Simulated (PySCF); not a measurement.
C5H13GeN (GeH2Me(pyrrolidide))

Input file:

```
{"job": {"kind": "uv", "xc": "B3LYP", "basis": "def2-SVPD", "ip": false, "nstates": 15}, "charge": 0, "multiplicity": 1}
Ge     1.185366     1.338926     0.848110
H      1.210214     1.231430     2.386602
H      2.615095     1.310028     0.269146
C      0.282794     2.990290     0.308235
H     -0.740098     3.021951     0.711354
H      0.228201     3.056114    -0.788414
H      0.832278     3.866996     0.683086
N      0.357807    -0.182087     0.241458
C      0.402117    -0.601375    -1.140146
C     -0.148720    -2.031642    -1.090375
C     -1.090207    -2.036067     0.132172
C     -0.900590    -0.650291     0.778281
H      1.427949    -0.549639    -1.540435
H     -0.238204     0.024531    -1.802878
H      0.676858    -2.742678    -0.941117
H     -0.659452    -2.310965    -2.023839
H     -2.140611    -2.202298    -0.149310
H     -0.813083    -2.835145     0.834673
H     -1.755831     0.006917     0.503155
H     -0.869455    -0.690834     1.879584
```

Command:

```sh
OMP_NUM_THREADS=2 python probes_run.py task.json out
```

Geometry: PBE0-D3(BJ)/def2-SVP.

Computed with PySCF 2.14.0, B3LYP/def2-SVPD, SCF density, gas phase.

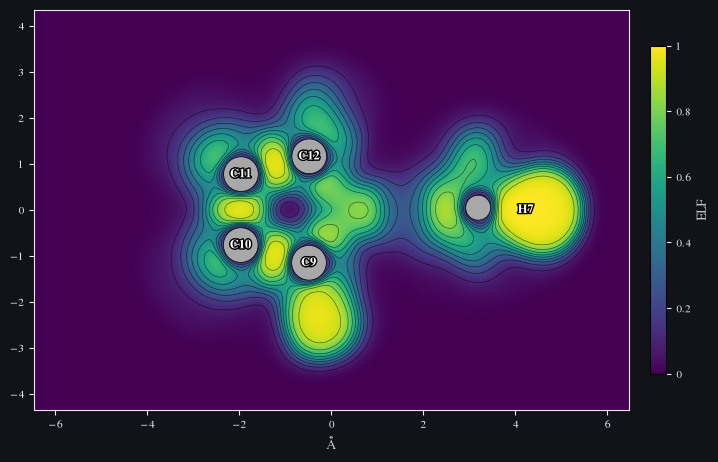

Figure 1. ELF on the plane of atoms C9, C10 and C11. Grey discs cover the atomic cores.

Question: Describe what can be read from this map.

Answer:
- Atoms in the plane: H and C.
- C–C (1.53 Å): the ELF peaks at about 0.95 between the atoms, as expected for a covalent bond.

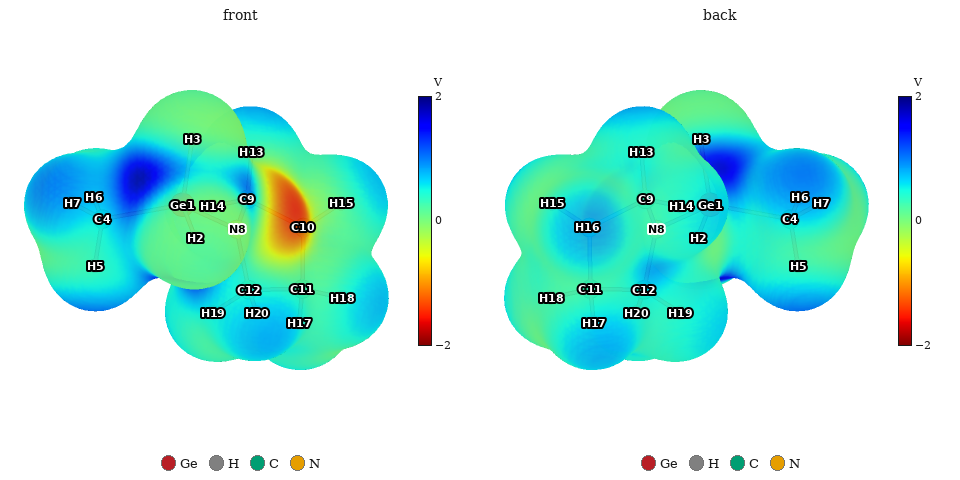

Figure 2. The electrostatic potential painted on the density surface at 0.004 e/bohr³, seen from the front and from behind; red is negative and blue positive.

Question: Which sites attract a positive test charge, and which a negative one?

Answer: A positive charge is drawn to the negative regions and a negative charge to the positive ones. The most negative region (about −1.3 V) lies over N8, the most positive (about +1.7 V) over Ge1. N8 is the likeliest acceptor of a hydrogen bond.

Question: What dipole moment does the calculation give?

Answer: Its dipole moment is 0.76 D.
